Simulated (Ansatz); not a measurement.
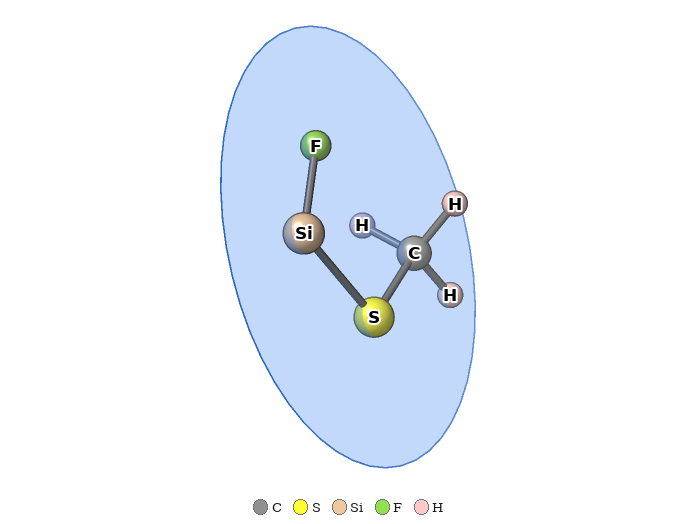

All proper rotation axes (lines) and mirror planes (discs) of the structure are drawn in. Distant atoms are faded towards the background colour. The computed geometry is a stationary point of PBE0-D4/def2-TZVP, a saddle point of order 1.

Question: Name the symmetry elements and the point group.

Answer: It has 1 mirror plane. Point group Cs. The group has 2 operations. The geometry is achiral, and symmetry allows a dipole moment.
